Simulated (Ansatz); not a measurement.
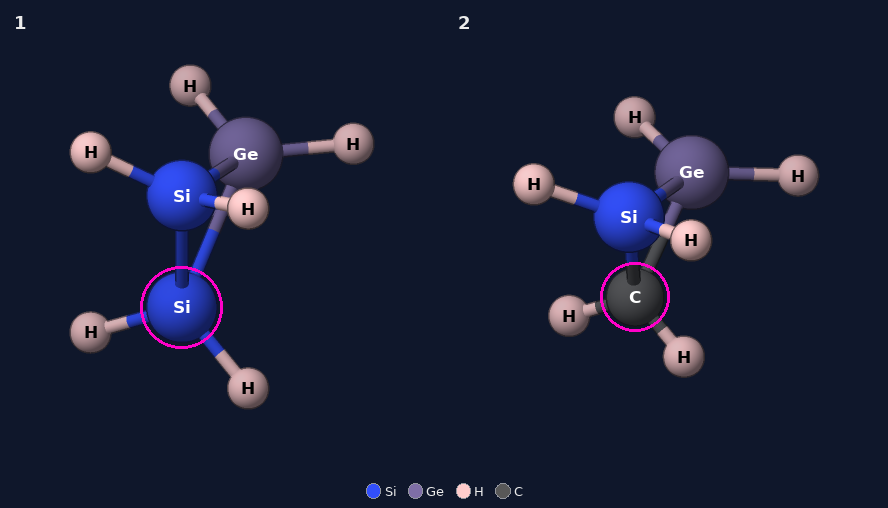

2 molecules with one skeleton, seen from the same side and at one scale; the atom that differs is circled. Each species is neutral and a spin singlet. Computed geometries: PBE0-D4/def2-TZVP optimisations, one conformation each. Properties computed with Ansatz 0.2.0.

One atom differs, called X below: Si in panel 1, C in panel 2. Their formulas are GeH6Si2 (`[SiH2]1[SiH2][GeH2]1`), CH6GeSi (`[CH2]1[SiH2][GeH2]1`).

**In which is the HOMO–LUMO gap larger (PBE0-D4/def2-TZVPP)?**

In panel 2 (X = C).

**In which is the dipole moment larger (PBE-D4/def2-TZVPP)?**

In panel 2 (X = C).

Give the values. With PBE0-D4/def2-TZVP: length of X–Ge (Å), mean length of X–H (Å), length of X–Si (Å), angle Si–X–Ge (°). With PBE0-D4/def2-TZVPP: HOMO energy (Kohn–Sham orbital) (eV), HOMO–LUMO gap (eV). With PBE-D4/def2-TZVPP: dipole moment (D).

| quantity | 1 (Si) | 2 (C) | 2 − 1 |
| --- | --- | --- | --- |
| length of X–Ge (Å) | 2.381 | 2.007 | −0.374 |
| mean length of X–H (Å) | 1.484 | 1.087 | −0.397 |
| length of X–Si (Å) | 2.328 | 1.880 | −0.448 |
| angle Si–X–Ge (°) | 60.7 | 72.4 | +11.7 |
| HOMO energy (Kohn–Sham orbital) (eV) | −6.76 | −6.60 | +0.16 |
| HOMO–LUMO gap (eV) | 5.84 | 6.33 | +0.49 |
| dipole moment (D) | 0.03 | 0.42 | +0.39 |
